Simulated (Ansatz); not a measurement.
```xyz
3
Lattice="2.9623 0.0000 0.0000 0.0000 2.9623 0.0000 0.0000 0.0000 5.5265" Properties=species:S:1:pos:R:3 pbc="T T T"
Ti    1.4812    1.4812    0.0000
Al    1.4812    1.4812    2.7632
F     0.0000    0.0000    0.0000
```

Space group P4/mmm; a structure generated by program, which may or may not match a known phase; computed without spin polarisation.

The calculation used DFT PBE, scalar-relativistic, plane waves, PAW (Ansatz 0.2.0).

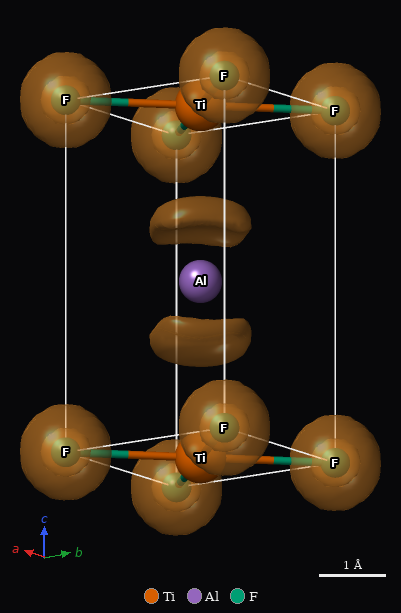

TiAlF. Isosurface of the electron localisation function at 0.75 (orange), seen at an oblique angle. Core shells and regions of very low density are left out. Sticks mark near contacts.

Core electrons are frozen (PAW), and the valence fields are smoothed inside the atomic spheres.

Where are the electrons localised?

The ELF exceeds this value in two lobes of the valence shell of Al pointing towards Ti (polar bonds) and one region wrapped around F (its valence shell), counted in one cell of 3 atoms. Any copies at cell faces, edges or corners count once. Along the contacts the grid gives the following. Ti–F (2.09 Å): the ELF peaks at about 0.80 in the valence shell of F, 0.6 Å from its nucleus, and is about 0.05 at the midpoint: no shared electron pair shows on this line. Ti–Al (2.76 Å): the ELF is about 0.65 at the midpoint.
